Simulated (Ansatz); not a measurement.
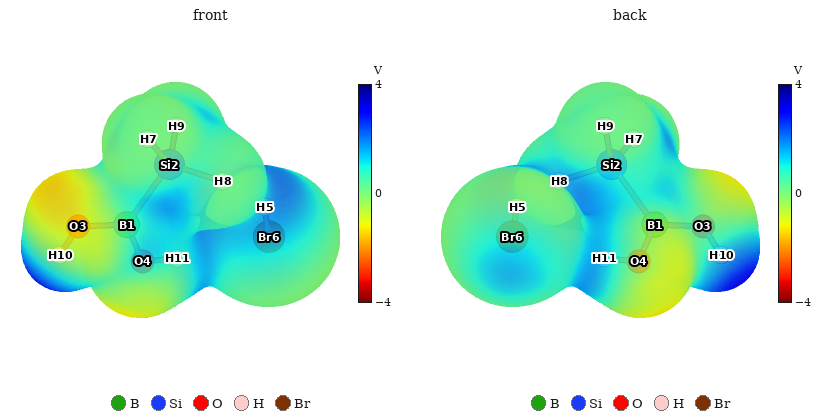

Figure 1: BH5O2Si···HBr. The molecular electrostatic potential painted on the density surface at 0.004 e/bohr³, seen from the front and from behind; red is negative and blue positive.

Level of theory: RKS B3LYP-D4/def2-SVP in Ansatz 0.2.0.

```yaml
atoms:
  - { symbol: B, position_ang: [-0.5695, 0.5596, -0.8284] }
  - { symbol: Si, position_ang: [1.2470, -0.2589, -0.3624] }
  - { symbol: O, position_ang: [-0.6527, 1.1870, -2.0313] }
  - { symbol: O, position_ang: [-1.6817, 0.5018, -0.0485] }
  - { symbol: H, position_ang: [0.4520, -0.8557, 2.4232] }
  - { symbol: Br, position_ang: [-0.8601, -1.2187, 2.8801] }
  - { symbol: H, position_ang: [2.3577, 0.2748, -1.2019] }
  - { symbol: H, position_ang: [1.6116, 0.0085, 1.0744] }
  - { symbol: H, position_ang: [1.2258, -1.7491, -0.4987] }
  - { symbol: H, position_ang: [-1.5476, 1.5229, -2.1973] }
  - { symbol: H, position_ang: [-1.5825, 0.0279, 0.7907] }
```

Q: Where is the surface potential most negative and most positive?

A: The most negative region (about −1.5 V) lies over O3, the most positive (about +3.0 V) over H10. Br6 shows a σ-hole: about +1.6 V at the tip opposite its bond, against about +0.3 V on its flanks. O3 is the likeliest acceptor of a hydrogen bond.
